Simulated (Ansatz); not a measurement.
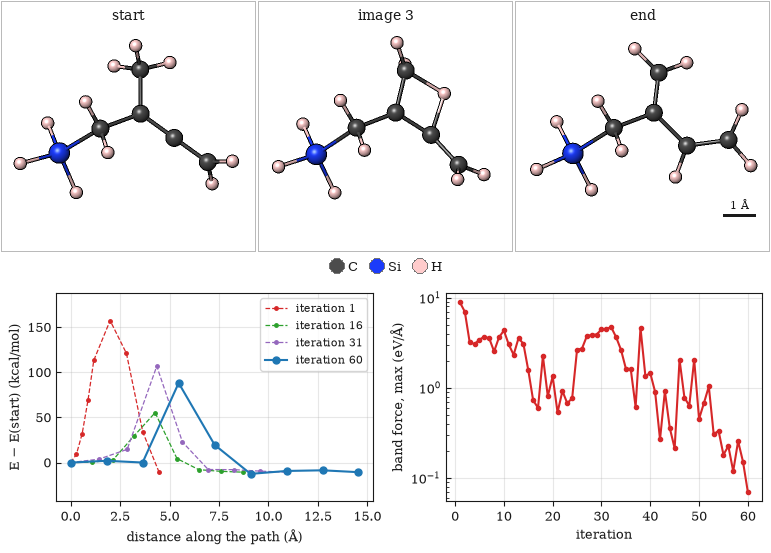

A search for the minimum-energy path of C5H10Si by the nudged elastic band. Images are numbered from 0 (start) to 8 (end). The plot follows the band through its iterations. A ball-and-stick model, seen face on.

Computed with RHF/def2-SVP (Ansatz). Settings: 7 movable images; climbing image; force threshold 0.05 eV/Å; iteration limit 60; starting path through a guess of the saddle point.

> Judge this run.

The result isn't final. The band hadn't converged when the run stopped after 60 iterations. The largest component of the band force went from 8.9 to 0.07 eV/Å. The barrier read from it is provisional, though the highest image hardly moved in the last two iterations. The first iteration put the highest image at 157.4 kcal/mol. The energy climbs by 88.2 kcal/mol to image 3 and then falls by 98.8 kcal/mol, so the end point sits at −10.6 kcal/mol. Image 5 lies below both ends, at −12.5 kcal/mol, which may mean an intermediate minimum or an end that is no minimum. The profile has 3 maxima (images 1, 3, 7) with a dip at image 5 (−12.5 kcal/mol), which on an unconverged band is provisional.

Limits of the set-up: Hartree-Fock leaves out electron correlation.

Cost: 8.7 min on 2 threads of AMD EPYC 9R45 96-Core Processor (Zen 5), on a shared host, peak memory 0.41 GiB.
